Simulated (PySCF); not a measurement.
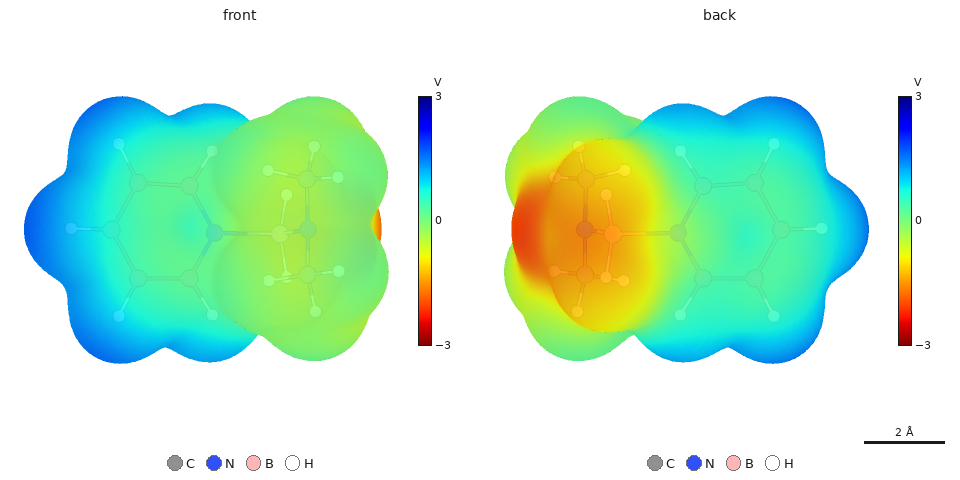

Figure 1: C7H13BN2 (SMILES CN(C)[BH2-][n+]1ccccc1). The electrostatic potential painted on the density surface at 0.002 e/bohr³, seen from the front and from behind; the colour scale runs from red (negative) to blue (positive).

Geometry: PBE0-D3(BJ)/def2-SVP.

These are results of wB97X-D/def2-SVPD, SCF density, gas phase (PySCF 2.14.0), not measurements.

```xyz
23

C     2.1169   -1.1268    0.0861
N     1.8732    0.2705   -0.0991
C     1.8854    1.0220    1.1182
B     0.9462    0.6949   -1.1867
N    -0.5890    0.2948   -0.6732
C    -1.2617    1.1348    0.1236
C    -2.4322    0.7565    0.7671
C    -2.9204   -0.5340    0.5743
C    -2.2164   -1.3987   -0.2610
C    -1.0536   -0.9457   -0.8691
H     3.0234   -1.2994    0.6955
H     2.2664   -1.6182   -0.8879
H     1.2893   -1.6725    0.6068
H     2.7940    0.8111    1.7121
H     1.8682    2.1009    0.8983
H     1.0200    0.8104    1.7966
H     1.0856    0.0483   -2.2199
H     0.8966    1.9122   -1.3319
H    -0.8300    2.1330    0.2211
H    -2.9534    1.4720    1.4051
H    -3.8389   -0.8610    1.0667
H    -2.5641   -2.4155   -0.4498
H    -0.4597   -1.5659   -1.5435
```

**Describe the electrostatic potential map.**

The most negative region (about −2.1 V, or −48 kcal/mol for a unit charge) lies over N2, the most positive (about +1.6 V, or +37 kcal/mol for a unit charge) over H20 and H21. N2 is the likeliest acceptor of a hydrogen bond.

**How polar is the molecule by this calculation?**

Its dipole moment is 6.26 D.
